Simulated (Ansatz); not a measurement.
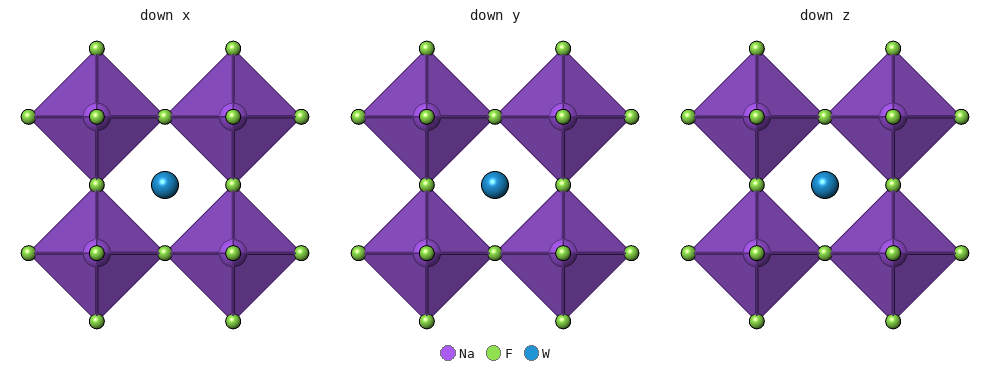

Blocks of 2 × 2 × 2 octahedra, seen down the three pseudocubic axes x, y and z (centre-to-centre directions).

NaWF₃: the geometry relaxed with Ansatz 0.2.0, DFT PBE, scalar-relativistic, plane waves, PAW; the starting structure was generated, so it need not be a known form of this composition.

Q: Which atoms centre the octahedra, which link them, and which fill the cavities?

A: Na at the centres, F at the shared corners, W in the cavities: a perovskite-type framework of corner-sharing octahedra.

Q: How are the octahedra tilted about each axis, and what is the Glazer symbol?

A: The octahedra are not tilted (under 0.5° about every axis): a0a0a0.

Q: What are the Na–F–Na angles?

A: Na–F–Na angles along x: 180.0°; along y: 180.0°; along z: 180.0°.
